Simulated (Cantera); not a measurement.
Feed: 1 mol Si₂Cl₆, 25 mol N₂, equilibrated at 1.00 bar.

Cantera equilibrium calculation (NASA polynomials, part measured and part estimated; ideal gas, pure solids and liquids). Candidate condensed phases: Si, Si₃N₄; 13 gas species. The feed counts by its element totals alone. N₂ is the only nitrogen source here; it is nearly inert below about 1500 K, so the nitride shown seldom forms there in practice. The tables' values for SiCl₃ are old estimates; treat these amounts as uncertain. Equilibrium is a limit: real reactors are often held back by kinetics, nucleation or transport.

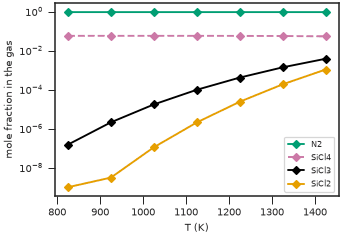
*Equilibrium gas composition (values under 1e-9 drawn at 1e-9)*

From 825 K to 1425 K the condensed part is Si₃N₄(s). The main Si-bearing gas is SiCl₄ throughout.
